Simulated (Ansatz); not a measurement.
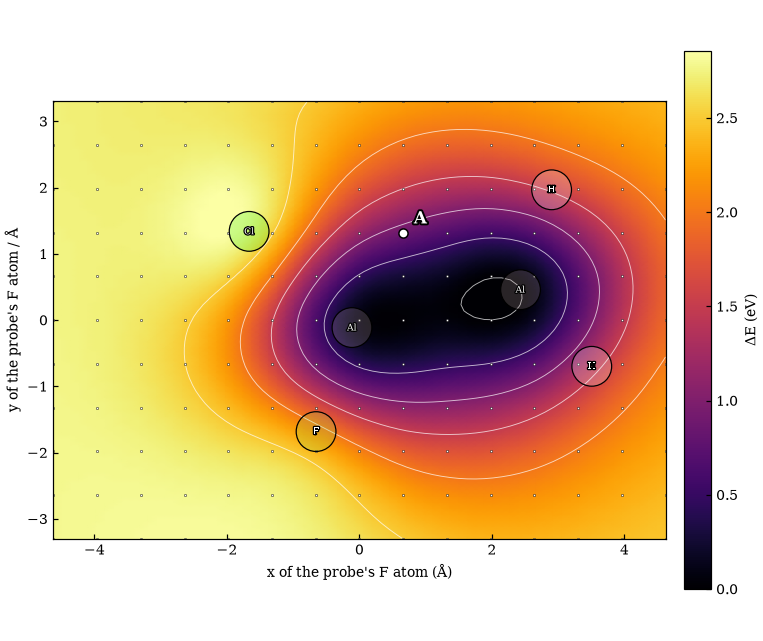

Al₂ClFH₂ (SMILES [F][Al]([AlH2])[Cl]) with the probe F-. The probe is moved over a plane parallel to the molecule's main plane, 2.37 Å above it. The first coordinate is: x of the probe's F atom; the second: y of the probe's F atom. Nothing is relaxed (molecule and probe rigid). The grid has 15 × 11 points. Points are written as (first, second). All energies are given in eV relative to the lowest grid point. Computed with RHF/def2-SVPD in Ansatz.

The picture shows a smooth colour map with a few white contour lines, dots at the grid points, labelled circles for the molecule's atoms, projected on the plane, the point A. Between grid points the surface is interpolated.

**Is A at rest? If not, where is it pushed?**

A, at (0.66 Å, 1.32 Å), is not a stationary point. The computed force is 1 eV/Å in the plane, pointing down in the picture (components 0.3 and −1.0 eV/Å).
